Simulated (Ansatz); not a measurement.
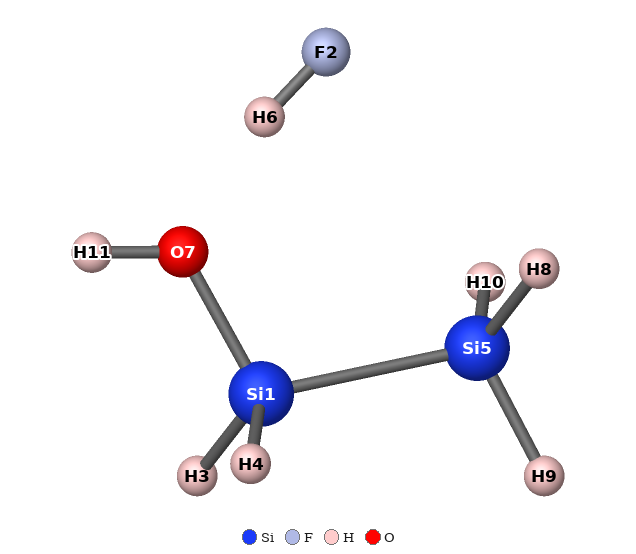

Sticks follow a distance rule. Harmonic vibrations computed with RKS PBE0-D4/def2-TZVP (Ansatz 0.2.0) at a stationary point of the same level.

> Is this a minimum or a saddle point?

A minimum: no imaginary frequency, and the lowest mode lies at 31 cm⁻¹.

> How many vibrational modes are there, and where do they lie?

27 modes: 31, 48, 137, 155, 170, 267, 359, 414, 515, 613, 668, 729, 743, 819, 835, 906, 929, 935, 963, 995, 2203, 2207, 2216, 2243, 2255, 3653, 3908 cm⁻¹.
